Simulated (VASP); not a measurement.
Band structure of KCl. Method: PBE GGA, VASP's PBE PAW potentials (set 64) (plane waves; VASP).

The cell holds a wide vacuum, so values per volume refer to the whole cell.

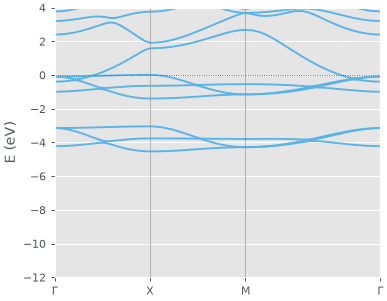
Fig. 1. Bands along high-symmetry lines, zero at the valence-band maximum or, without a gap, the Fermi level

**Question.** Read the plot: is there a gap, and where are the band edges?

**Answer.** It has no gap at this level: it comes out as a metal or semimetal.

The cell is a sheet with vacuum, built from a generated structure.
